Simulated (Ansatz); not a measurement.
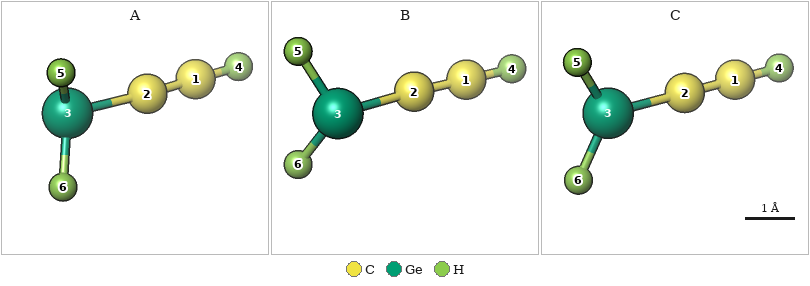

3 geometries from a converged minimum-energy path of C₂H₃Ge (multiplicity 2), shuffled. A ball-and-stick model, seen at a tilt.

Method: Ansatz, UKS B3LYP/def2-SVP. Settings: 5 movable images; climbing image; force threshold 0.03 eV/Å; iteration limit 60; starting path through a guess of the saddle point.

### Which frame is the top of the path?

C. In order along the path, whose images run from 0 to 6: B (image 0, 0.00 kcal/mol), C (image 3, +5.94 kcal/mol), A (image 6, 0.00 kcal/mol). The motion is an umbrella inversion at Ge3. No bond forms or breaks between the ends. Among the angles between lasting bonds that change up to the highest image: H5–Ge3–H6 112.2° → 122.2°, C2–Ge3–H5 109.8° → 118.9°.
